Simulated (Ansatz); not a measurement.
## What BeGa2 (built on the sites of a database entry of SrGa2) distorts into

Which phase does BeGa2 (built on the sites of a database entry of SrGa2) fall into along its unstable mode, and how much energy does it gain?

Main program and level: Ansatz 0.2.0; DFT LDA, scalar-relativistic, plane waves, norm-conserving pseudopotentials.

The structure was built from a prototype and need not be the compound's stable phase.

### Step 1. Set-up

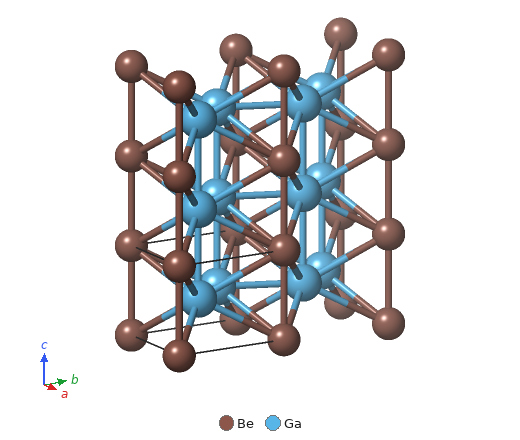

The starting structure, seen slightly off an axis (beryllium brown, gallium blue). 1×2×3 cells are drawn. Some periodic images of atoms are drawn too.

### Step 2. The dispersion

The cell comes from relaxations at this level that are not shown. Stability and thermal properties need the whole zone. Linear response on a 2×2×2 q mesh gives force constants as far as a supercell of that size would.

input.yaml

```yaml
crystal:
  lattice:
    - [4.4085804018, -3.75e-06, 0.0]
    - [-2.2042869533, 3.8179444975, 0.0]
    - [0.0, 0.0, 2.5559013397]
  atoms:
    - { symbol: Be, position: [0.0, 0.0, 0.0] }
    - { symbol: Ga, position: [0.3333333333, 0.6666666667, 0.5] }
    - { symbol: Ga, position: [0.6666666667, 0.3333333333, 0.5] }
kpoints:
  mp_grid: { grid: [12, 12, 16] }
hamiltonian:
  xc: lda
  pseudopotentials: { kind: nc }
scf:
  occupations: { method: methfessel_paxton, width: 0.2 }
output:
  eigenvalues: true
phonons:
  method: dfpt
  qmesh: [2, 2, 2]
  temperatures: { t_max: 1000, t_step: 50 }
  qpath:
    path:
      - [[0.0, 0.0, 0.0], [0.5, 0.0, 0.0], [0.33333333, 0.33333333, 0.0], [0.0, 0.0, 0.0], [0.0, 0.0, 0.5], [0.5, 0.0, 0.5], [0.33333333, 0.33333333, 0.5], [0.0, 0.0, 0.5]]
      - [[0.5, 0.0, 0.5], [0.5, 0.0, 0.0]]
      - [[0.33333333, 0.33333333, 0.5], [0.33333333, 0.33333333, 0.0]]
    npoints: 10
```

Command:

```console
ansatz run input.yaml --threads 8 --pin off --max-ram 14336MiB --backend cpu --events-out ev --progress --plain --runs-dir out
```

The log of the run:

```text
Warning: phonons: the dynamical matrix that this run interpolates holds no multipole term above the dipole-dipole one, and a site of this crystal is no centre of inversion, so its interpolated transverse optical and acoustic branches and sound speeds can stay off near Gamma, and the density of states and the thermodynamics with them. What a run solves at a wave vector of phonons.qpoints, Gamma apart, where the deck admits one, is free of this, and under fd what a larger phonons.supercell samples
Engine: ansatz 0.2.0, aarch64-unknown-linux-gnu
Pseudopotentials: kind: nc
Pseudopotential: Be, nc, valence charge 4, recommended cutoff 1197.300995 eV (normal), Be.nc.azcp (PseudoDojo's, or run here from an input of PseudoDojo's: the run reads no file of this project's for it)
Pseudopotential: Ga, nc, valence charge 13, recommended cutoff 1088.45545 eV (normal), Ga.nc.azcp (PseudoDojo's, or run here from an input of PseudoDojo's: the run reads no file of this project's for it)
Functional definition: SPW92
  exchange = slater_x
  correlation = pw_c
Crystal: 3 atoms, lattice volume = 43.020 Å³
Basis set: ecut = 1197.300995 eV, 4011 PW (Γ), exchange–correlation on 100×100×60 points (8 copies of the dense FFT grid, shifted against one another)
Bands: 19, of which v1, the nominal top of the filled ones, is band 15 counted from 1 (14 counted from 0)
Symmetry: 24 space group operations
k-points: 171 of 2304
Non-local potential: Be, projectors of the file, l = 0: 2, l = 1: 2
Non-local potential: Ga, projectors of the file, l = 0: 2, l = 1: 2, l = 2: 2
Initial density: superposition of atomic densities (chi_scale 0.1, normalization cell, long waves kept (reshape's long-wave potential 0.00 eV rms))
Initial wavefunctions: pseudopotential atomic-orbital guess
Functional: x = slater, c = lda
SCF iter   1: F=—  HF=-4531.214599 eV  |F-HF|=—  |Δ(HF+E_count)|=         —  Δρ=3.30e-2  dr2=4.00e-1  ethr=3.10e-3  ⟨swp⟩=5.8  Hψ=15821  notcnv=0
preconditioner: auto → none  [metal: Δε(μ)=0.027 eV  Ē_g=14.952 eV  σ=0.200 eV  W_gap=0.12  n_scr=8 (ndim 8)  ℏωp=30.0 eV  f_vac=0.000  D(μ)=0.82/eV (n_scr^D=6)  sad-step TF]
SCF iter   2: F=—  HF=-4531.091993 eV  |F-HF|=—  |Δ(HF+E_count)|=   1.23e-1  S|Δr|=    0.00e0  Δρ=1.69e-2  dr2=1.14e-1  ethr=1.33e-3  ⟨swp⟩=1.1  Hψ=4627  notcnv=0
SCF iter   3: F=—  HF=-4531.054604 eV  |F-HF|=—  |Δ(HF+E_count)|=   3.74e-2  S|Δr|=    0.00e0  Δρ=2.90e-3  dr2=1.47e-3  ethr=3.80e-4  ⟨swp⟩=2.1  Hψ=5608  notcnv=0  defer=6
SCF iter   4: F=—  HF=-4531.054561 eV  |F-HF|=—  |Δ(HF+E_count)|=   4.31e-5  S|Δr|=    0.00e0  Δρ=8.45e-4  dr2=9.25e-4  ethr=4.91e-6  ⟨swp⟩=2.5  Hψ=5771  notcnv=0  defer=4
SCF iter   5: F=—  HF=-4531.054250 eV  |F-HF|=—  |Δ(HF+E_count)|=   3.11e-4  S|Δr|=    0.00e0  Δρ=2.58e-4  dr2=9.72e-6  ethr=3.08e-6  ⟨swp⟩=2.0  Hψ=3814  notcnv=0  defer=5
SCF iter   6: F=—  HF=-4531.054262 eV  |F-HF|=—  |Δ(HF+E_count)|=   1.19e-5  S|Δr|=    0.00e0  Δρ=5.49e-5  dr2=3.72e-7  ethr=3.24e-8  ⟨swp⟩=2.1  Hψ=5297  notcnv=0  defer=5
SCF iter   7: F=—  HF=-4531.054197 eV  |F-HF|=—  |Δ(HF+E_count)|=   6.45e-5  S|Δr|=    0.00e0  Δρ=7.10e-6  dr2=5.27e-9  ethr=1.24e-9  ⟨swp⟩=2.0  Hψ=5402  notcnv=0  defer=9
SCF iter   8: F=—  HF=-4531.054197 eV  |F-HF|=—  |Δ(HF+E_count)|=   2.32e-9  S|Δr|=    0.00e0  Δρ=4.91e-7  dr2=4.43e-11  ethr=1.76e-11  ⟨swp⟩=2.0  Hψ=5259  notcnv=0  defer=9
SCF iter   9: F=-4531.054197 eV  HF=-4531.054197 eV  |F-HF|=1.82e-12  |Δ(HF+E_count)|=  2.36e-11  S|Δr|=    0.00e0  Δρ=3.55e-8  dr2=2.22e-13  ethr=1.00e-12  ⟨swp⟩=6.7  Hψ=17120  notcnv=0
SCF 1 converged in 9 iterations: F = -4531.054197 eV  dr2 = 2.22e-13
Initial density: read from a saved state, or passed on in memory by an earlier SCF of this step, an earlier step, the calling program or the single point that the run made first
iter 1 solved again at ethr=7.86e-8 eV; its pass at ethr=3.10e-3 eV (dr2=2.36e-5 eV) is discarded
SCF iter   1: F=—  HF=-4531.054257 eV  |F-HF|=—  |Δ(HF+E_count)|=         —  Δρ=4.24e-7  dr2=1.74e-11  ethr=7.86e-8  ⟨swp⟩=3.0  Hψ=25779  notcnv=0
eigensolver tolerance schedule: the retry pair's looser diagonalisation over-reported the residual by 1353539.96 of it (diagonalisation noise at an unbounded share of the residual, at the tolerance the schedule requests for it); recorded, not acted on — ethr = c·dr2/N_el stays at c = 1.0e-1
preconditioner: auto → none  [metal: Δε(μ)=0.055 eV  Ē_g=15.640 eV  σ=0.200 eV  W_gap=0.23  n_scr=8 (ndim 8)  ℏωp=30.0 eV  f_vac=0.000  D(μ)=0.79/eV (n_scr^D=6)]
SCF iter   2: F=—  HF=-4531.054197 eV  |F-HF|=—  |Δ(HF+E_count)|=   5.90e-5  S|Δr|=    0.00e0  Δρ=2.76e-7  dr2=1.31e-11  ethr=1.00e-12  ⟨swp⟩=3.2  Hψ=8511  notcnv=0
SCF iter   3: F=-4531.054197 eV  HF=-4531.054197 eV  |F-HF|=4.55e-12  |Δ(HF+E_count)|=  5.46e-12  S|Δr|=    0.00e0  Δρ=1.63e-7  dr2=3.96e-12  ethr=1.00e-12  ⟨swp⟩=2.8  Hψ=8081  notcnv=0
SCF 2 converged in 3 iterations: F = -4531.054197 eV  dr2 = 3.96e-12
phonons: the bands overlap, so this run is a metal and interpolates without the dipole-dipole term. If the crystal is really an insulator or semiconductor, its LO-TO splitting is missing
NSCF: frozen V_eff on 171 k-points
WARN: eigensolver did not converge in 13 slots of this pass, the one above among them; of largest residual over every band (k=155): 1 band(s) unlocked (lowest unlocked band 18, counted from 0; max residual 2.81e-4 eV among the unlocked bands, 2.81e-4 eV over every band); of lowest unlocked band (k=57): band 18
NSCF: frozen V_eff on 666 k-points
DFPT response loops at q = (0, 0, 0) (fractional): preconditioner auto → Kerker (q_TF=auto, 2.569 Å⁻¹) (partly filled bands, converged f_vac=0.000); β = 1.00, the filter's whole step (`scf.mixing.beta` (0.50) is not read by the response loops under this deck's `scf.mixing.preconditioner`; to damp them name `kerker` or `kerker_dos`, under which they read `scf.mixing.beta`, and type it under 1.00, their step now; both keys bind the ground state too); Broyden in place of MSR1
NSCF: frozen V_eff on 1332 k-points
DFPT response loops at q = (0, 0, -0.5) (fractional): mixed as the last ones told, above
NSCF: frozen V_eff on 1332 k-points
DFPT response loops at q = (0, -0.5, 0) (fractional): mixed as the last ones told, above
NSCF: frozen V_eff on 1332 k-points
DFPT response loops at q = (0, -0.5, -0.5) (fractional): mixed as the last ones told, above
SCF converged after 9 iterations
Stability not checked: this state was not tested for a lower state beside it, because cold or Methfessel-Paxton smearing, or corrected tetrahedra, fill the levels in a way that the test cannot read (fill_not_monotonic; see scf.lower_state_search)
Free energy (F): -4531.054197 eV
Harris-Foulkes:  -4531.054197 eV  (|F-HF|=1.82e-12)
Internal energy: -4531.055121 eV  (E = F + TS)
E sigma→0 (E₀):  -4531.054428 eV
Entropy (-TS):   0.000924 eV (0.308 meV/atom)
Fermi energy:    11.370572 eV
--- Per-component energies (eV) ---
  E_band       = -201.362079
  E_kinetic    = 3631.673928
  E_local      = -3123.377178  (includes V_loc(G=0)·N_el)
  E_nonlocal   = -2291.037949
  E_hartree    = 1197.153050
  E_xc         = -1182.715917
  E_vxc        = -812.926950  (∫ρ·V_xc dr)
  E_ewald      = -2762.751055
  E_smearing   = 0.000924  (= −TS)
  E_closure    = 0.000000  (closes the sum)
  Σ components = -4531.054197   (vs F -4531.054197, Δ=0.00e0)
--- Band table (eV; the first three rows and the last of 171) ---
  k-point 0: bands = [... 11 lower, -0.7007, 8.8008, 9.4172, 9.4172, 10.0302, 10.0302, 11.4175, 19.6602]
  k-point 1: bands = [... 11 lower, -0.6132, 8.8748, 9.5150, 9.5150, 10.1178, 10.1178, 11.4605, 18.6610]
  k-point 2: bands = [... 11 lower, -0.3485, 9.0988, 9.8053, 9.8053, 10.3798, 10.3798, 11.5856, 16.7018]
  k-point 170: bands = [... 11 lower, 7.7348, 7.7348, 8.1228, 8.4173, 8.4173, 11.6385, 16.3155, 17.2572]
--- Phonons (Γ-DFPT): 4 representative perturbations + reference (Σ response iterations 12) ---
  ASR residual: 3.541e-5 → 0.000e0 eV/Å²; symmetrization residual: 5.428e-6 eV/Å²
  ASR residual per site (eV/Å²): 1.63e-5 3.54e-5 3.54e-5
  Γ frequencies (cm⁻¹): -58.65 -58.65 -42.99 0.00 0.00 0.00 20.16 192.71 192.71
--- Phonons (arbitrary-q DFPT): 4 irreducible q on the 2×2×2 mesh ---
  q = [0.0000, 0.0000, 0.0000] (star 1, of the zone-centre solve; hermiticity 2.27e-6, symmetrization 3.20e-7): -58.65 -58.65 -42.99 -0.00 -0.00 0.00 20.16 192.71 192.71
  q = [0.0000, 0.0000, -0.5000] (star 1, 4 solved perturbations in 1674 linear systems a pass and spin channel, the states on 666 of 2304 k-point pairs; hermiticity 1.92e-7, symmetrization 9.59e-8, the responses' own estimated error 1.5e-5 eV/Å²): -183.18 -183.18 -49.98 -49.98 119.06 155.05 155.05 197.10 235.33
  q = [0.0000, -0.5000, 0.0000] (star 3, 6 solved perturbations in 3438 linear systems a pass and spin channel, the states on 666 of 2304 k-point pairs; hermiticity 2.03e-7, symmetrization 1.77e-7, the responses' own estimated error 1.9e-5 eV/Å²): -153.44 -117.48 -67.54 -51.19 -35.17 -34.09 99.68 172.92 213.04
  q = [0.0000, -0.5000, -0.5000] (star 3, 6 solved perturbations in 3438 linear systems a pass and spin channel, the states on 666 of 2304 k-point pairs; hermiticity 1.29e-7, symmetrization 9.68e-8, the responses' own estimated error 1.6e-5 eV/Å²): -118.70 -71.74 27.61 83.48 134.56 182.95 185.86 216.16 232.66
  sum rule: each row above includes the acoustic sum rule's correction from the zone centre's row sums; it moved no ω² by more than (0.70 cm⁻¹)²
  mesh force constants: q→R imaginary residual 1.70e-17; ASR residual 3.541e-5 → 0.000e0 eV/Å²; symmetrization residual 7.105e-15 eV/Å²
  interpolated dispersion: 93 rows × 9 modes
  density of states and harmonic sums: on the 16×16×24 q-mesh, interpolated from the force constants of a 2×2×2 supercell (no non-analytic term)
  largest difference from the sums on the solved wave vectors: F 8.98e-2 eV, S 1.36e-4 and C_V 4.76e-5 eV/K
  zero-point energy: 0.048053 eV/cell   skipped modes (ω ≤ 0): 1480, of them read as no rigid motion or as one in doubt: 1477 (3.708e0 modes/cell left out, lowest -183.18 cm⁻¹)   left out of the sums: 4.12e-1 of the cell's modes: C_V's classical limit lies that fraction below 3 k_B per atom; for a crystal, a wire or a layer, F and S can be off by more, and a phonons.interpolated_qmesh denser along its periods is the remedy for the sampling
```

Wall time 5.4 min (8 threads of Arm Neoverse V2, shared host); peak memory 4.6 GiB.

Numbers from this step:

```yaml
volume_per_atom: 14.34 Å³
gap_on_the_k_mesh: 0 eV
sum_rule_residual_before_enforcement: 3.54e-5 eV/Å²
lowest_frequency_on_the_path: -183.2 cm⁻¹
point_group: 6/mmm
highest_frequency_on_the_path_or_at_a_solved_wavevector: 235.3 cm⁻¹
highest_optical_mode_at_the_zone_centre_no_lo_to_term: 192.7 cm⁻¹
lowest_optical_zone_centre_mode: -58.65 cm⁻¹
lowest_mode_on_the_q_mesh_acoustic_modes_at_gamma_apart: -183.2 cm⁻¹
```

Frequencies (cm⁻¹) solved at each irreducible wavevector; negative means imaginary. Frequencies by wavevector, by row:

| q in reciprocal lattice units | star | mode 1 | mode 2 | mode 3 | mode 4 | mode 5 | mode 6 | mode 7 | mode 8 | mode 9 |
| --- | --- | --- | --- | --- | --- | --- | --- | --- | --- | --- |
| 0 0 0 | 1 | -58.6 | -58.6 | -43 | 0 | 0 | 0 | 20.2 | 192.7 | 192.7 |
| 0 0 -0.5 | 1 | -183.2 | -183.2 | -50 | -50 | 119.1 | 155.1 | 155.1 | 197.1 | 235.3 |
| 0 -0.5 0 | 3 | -153.4 | -117.5 | -67.5 | -51.2 | -35.2 | -34.1 | 99.7 | 172.9 | 213 |
| 0 -0.5 -0.5 | 3 | -118.7 | -71.7 | 27.6 | 83.5 | 134.6 | 182.9 | 185.9 | 216.2 | 232.7 |

Interpolated from a 2×2×2 q mesh, rough between the solved points. The phonon branches at the labelled points (cm⁻¹):

| point | branch 1 | branch 2 | branch 3 | branch 4 | branch 5 | branch 6 | branch 7 | branch 8 | branch 9 |
| --- | --- | --- | --- | --- | --- | --- | --- | --- | --- |
| Γ | -59 | -59 | -43 | 0 | 0 | 0 | 20 | 193 | 193 |
| M | -153 | -118 | -68 | -51 | -35 | -34 | 100 | 173 | 213 |
| K | -162 | -96 | -96 | -81 | -37 | -37 | 148 | 148 | 212 |
| Γ | -59 | -59 | -43 | 0 | 0 | 0 | 20 | 193 | 193 |
| A | -183 | -183 | -50 | -50 | 119 | 155 | 155 | 197 | 235 |
| L | -119 | -72 | 28 | 84 | 135 | 183 | 186 | 216 | 233 |
| H | -74 | -57 | -57 | 122 | 122 | 160 | 204 | 225 | 225 |
| A | -183 | -183 | -50 | -50 | 119 | 155 | 155 | 197 | 235 |
| jump to L | -119 | -72 | 28 | 84 | 135 | 183 | 186 | 216 | 233 |
| M | -153 | -118 | -68 | -51 | -35 | -34 | 100 | 173 | 213 |
| jump to H | -74 | -57 | -57 | 122 | 122 | 160 | 204 | 225 | 225 |
| K | -162 | -96 | -96 | -81 | -37 | -37 | 148 | 148 | 212 |

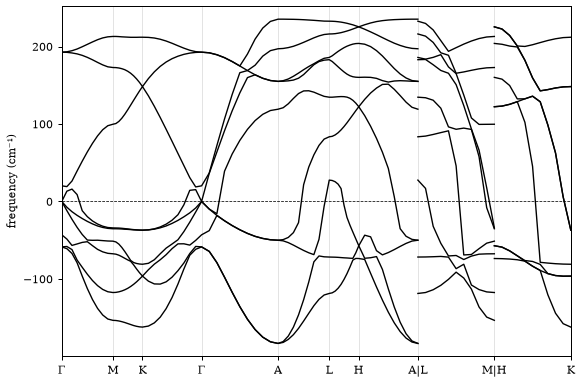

Phonon branches along the path.

Symmetry leaves 4 wavevectors to solve. The lowest mode among them, the acoustic zeros apart, lies at q = (0, 0, -0.5) and is imaginary, 183.2i cm⁻¹, so the energy falls along it.

### Step 3. The mode frozen in, largest atomic shift 0 Å

The mode followed lies at q = (0, 0, -0.5) with frequency 183.2i cm⁻¹ and is 2-fold degenerate, the softest among the wavevectors solved. At small amplitude the distorted cell has space group no. 63 by a symmetry search on the positions. The undistorted cell that holds it gives the zero of energy on the same k mesh.

System of this step: BeGa2 (built on the sites of a database entry of SrGa2). It takes space group P6/mmm (No. 191, hexagonal). Conventional cell: a = 4.409 Å, b = 4.409 Å, c = 2.556 Å, α = 90.00°, β = 90.00°, γ = 120.00°. Be has 2 Be at 2.56 Å and 12 Ga at 2.85 Å nearest. Nearest to Ga lie 5 Ga at 2.55 to 2.56 Å and 6 Be at 2.85 Å. Farther neighbours are not listed.

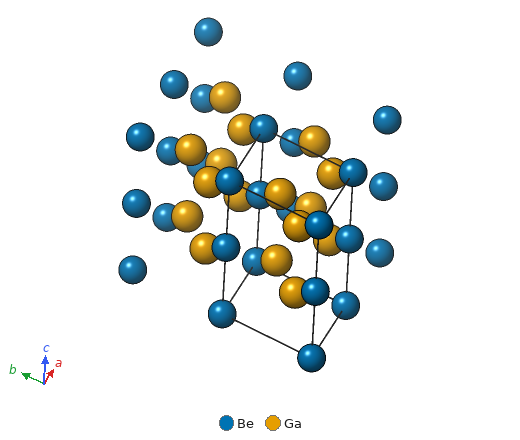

The cell of this step (beryllium blue, gallium orange). 2×2×1 cells are drawn. Some periodic images of atoms are drawn too.

input.yaml

```yaml
crystal:
  lattice:
    - [2.2042869533, -3.8179444975, 0.0]
    - [-2.2042934485, -3.8179407476, 0.0]
    - [0.0, 0.0, -5.1118026794]
  atoms:
    - { symbol: Be, position: [0.0, 0.0, 0.0] }
    - { symbol: Be, position: [0.0, 0.0, 0.5] }
    - { symbol: Ga, position: [0.6666666667, 0.6666666667, 0.25] }
    - { symbol: Ga, position: [0.6666666667, 0.6666666667, 0.75] }
    - { symbol: Ga, position: [0.3333333333, 0.3333333333, 0.25] }
    - { symbol: Ga, position: [0.3333333333, 0.3333333333, 0.75] }
kpoints:
  mp_grid: { grid: [9, 9, 8] }
hamiltonian:
  xc: lda
  pseudopotentials: { kind: nc }
scf:
  occupations: { method: methfessel_paxton, width: 0.2 }
output:
  forces: true
  stress: true
  eigenvalues: true
```

The log of the run:

```text
[...]
Crystal: 6 atoms, lattice volume = 86.040 Å³
Basis set: ecut = 1197.300995 eV, 8045 PW (Γ)
Bands: 36, of which v1, the nominal top of the filled ones, is band 30 counted from 1 (29 counted from 0)
Symmetry: 48 space group operations
[...]
k-points: 60 of 648
[...]
k-point 0: bands = [... 26 lower, 9.4149, 9.4149, 10.0316, 10.0316, 11.4203, 13.1548, 13.6102, 13.6688, ... 8 higher]
  k-point 1: bands = [... 26 lower, 9.5127, 9.5127, 10.1192, 10.1192, 11.4634, 12.5574, 13.3100, 13.3100, ... 8 higher]
  k-point 2: bands = [... 26 lower, 9.8030, 9.8030, 10.3812, 10.3812, 11.5885, 11.5975, 12.5325, 12.5325, ... 8 higher]
  k-point 59: bands = [... 26 lower, 5.7110, 5.7110, 14.1931, 14.1931, 14.1931, 14.1931, 14.7628, 14.7628, ... 8 higher]
[key lines of the parts left out:]
SCF converged after 8 iterations
Free energy (F): -9062.079865 eV
Fermi energy:    11.315169 eV
P = ⅓ Tr σ = -0.0076 GPa (-0.076 kbar)
```

Elapsed: 5 s, on 8 threads; peak memory 1.2 GiB; 39 s of CPU time.

This step gave:

| Property | Result |
| --- | --- |
| pressure | -0.007650 GPa |
| energy from the undistorted cell | 0 meV/atom |

The run ends at a pressure of -0.01 GPa.

### Step 4. The mode frozen in, largest atomic shift 0.45 Å

The atoms are moved along the unstable eigenvector, the largest shift by 0.45 Å, with the cell fixed.

input.yaml: that of step 3 with these lines changed.

```diff
@@ -6,4 +6,4 @@
   atoms:
-    - { symbol: Be, position: [0.0, 0.0, 0.0] }
-    - { symbol: Be, position: [0.0, 0.0, 0.5] }
+    - { symbol: Be, position: [0.1178645267, -0.0589322633, 0.0] }
+    - { symbol: Be, position: [-0.1178645267, 0.0589322633, 0.5] }
     - { symbol: Ga, position: [0.6666666667, 0.6666666667, 0.25] }
```

The log of the run:

```text
[...]
Crystal: 6 atoms, lattice volume = 86.040 Å³
Basis set: ecut = 1197.300995 eV, 8045 PW (Γ)
Bands: 36, of which v1, the nominal top of the filled ones, is band 30 counted from 1 (29 counted from 0)
Symmetry: 8 space group operations
[...]
k-points: 125 of 648
[...]
k-point 0: bands = [... 26 lower, 8.9318, 9.0119, 10.2113, 10.4571, 11.3856, 12.9514, 13.4709, 13.4851, ... 2 higher]
  k-point 1: bands = [... 26 lower, 9.0248, 9.1030, 10.2800, 10.5367, 11.4177, 12.3729, 13.1312, 13.1421, ... 2 higher]
  k-point 2: bands = [... 26 lower, 9.2975, 9.3662, 10.4581, 10.7681, 11.3568, 11.5831, 12.4219, 12.4488, ... 2 higher]
  k-point 124: bands = [... 26 lower, 7.2219, 7.2219, 10.4389, 10.4389, 14.2051, 14.2051, 15.4295, 15.4295, ... 2 higher]
[key lines of the parts left out:]
SCF converged after 8 iterations
Free energy (F): -9062.178618 eV
Fermi energy:    11.247876 eV
P = ⅓ Tr σ = 1.2868 GPa (12.868 kbar)
```

The job ended after 8.6 s (8 threads; peak memory 1.5 GiB; 67 s of CPU time).

This step gave:

```
pressure                         : 1.287 GPa
energy from the undistorted cell : -16.48 meV/atom
```

The energy, extrapolated to zero smearing, is -16.48 meV/atom against the undistorted cell.

The run ends at a pressure of 1.29 GPa, with forces up to 0.32 eV/Å.

### Step 5. Energy along the mode, all amplitudes (two of the runs are shown above)

An imaginary frequency means negative curvature, so the energy should fall and then rise again as anharmonic terms take over.

Numbers from this step:

```yaml
depth_at_the_lowest_point_sampled: 16.48 meV/atom
largest_atomic_shift_at_that_point: 0.45 Å
```

Table of energy from the parent by largest atomic shift:

| largest atomic shift (Å) | energy from the parent (meV/atom) |
| --- | --- |
| 0.000 | 0 |
| 0.040 | -0.237 |
| 0.080 | -0.951 |
| 0.140 | -2.89 |
| 0.220 | -6.72 |
| 0.320 | -12.1 |
| 0.450 | -16.5 |
| 0.600 | -10.1 |

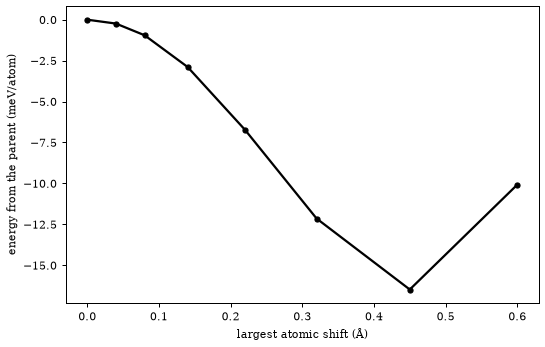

Energy from the parent against largest atomic shift.

Displacement at unit largest shift by atom:

| atom | x (Å) | y (Å) | z (Å) | size |
| --- | --- | --- | --- | --- |
| Be1 | 0.866 | -0.500 | 0.000 | 1.000 |
| Be2 | -0.866 | 0.500 | 0.000 | 1.000 |
| Ga3 | 0.000 | 0.000 | 0.000 | 0.000 |
| Ga4 | 0.000 | 0.000 | 0.000 | 0.000 |
| Ga5 | 0.000 | 0.000 | 0.000 | 0.000 |
| Ga6 | 0.000 | 0.000 | 0.000 | 0.000 |

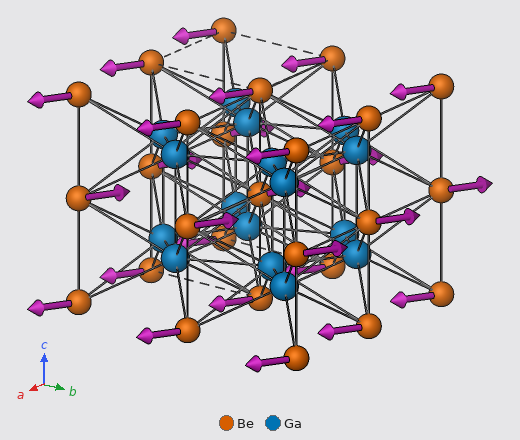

Displacement at unit largest shift as arrows, the longest 1.000 Å. 2×2×1 cells are drawn. Some periodic images of atoms are drawn too.

The lowest of the steps tried is at 0.45 Å, 16.5 meV/atom below the parent; the bottom of the well need not coincide with a step.

(Continued in part 2 of 3.)

[Logs are printed without paths, hosts, clocks, repeated set-up lines and the standing remarks that a program may print on its own settings, such as how far it seeks lower states.]

[Hosts, paths, dates, database ids (printed as entryN), source tags and the programs' standing remarks are cut or masked in the printed files.]
